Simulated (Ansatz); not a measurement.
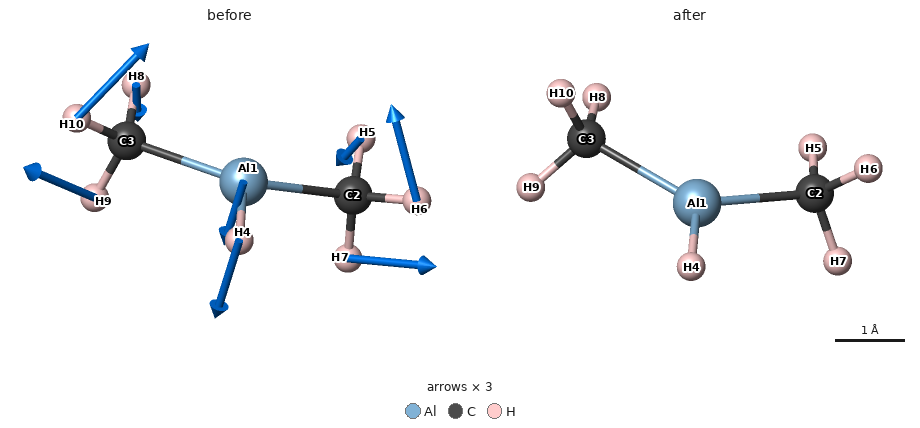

The structure of C2H7Al before (left) and after (right) a relaxation, at one scale. The blue arrows give the displacements, magnified 3 times.

A ball-and-stick model, seen from a free direction.

It is one of the separated products of a reaction.

The calculation used RKS PBE0-D4/def2-TZVP in Ansatz. Settings: force threshold 0.005 eV/Å; at most 200 steps.

What changed between the two?

Answer. The energy falls by 0.090 eV in 25 accepted moves (31 points after the start). The largest force component goes from 0.81 to 0.0026 eV/Å. The line search rejected the trial steps at points 9, 16, 18, 25, 27, 30 of the run. The atom that moves furthest after the best rigid fit is H9 (0.52 Å). Largest moves by element: H 0.52 Å, Al 0.38 Å, C 0.04 Å. Some distances before and after: Al1–C2 1.969 → 1.954 Å, Al1–H4 1.605 → 1.595 Å. Bond angles that change, for instance: C2–Al1–C3 119.7° → 123.0°, Al1–C3–H10 113.0° → 110.7°. Groups turn about Al1–C3 by about 30°, Al1–C2 by about 30°. The run took 35 s on 4 threads of Arm Neoverse V2 (shared host).
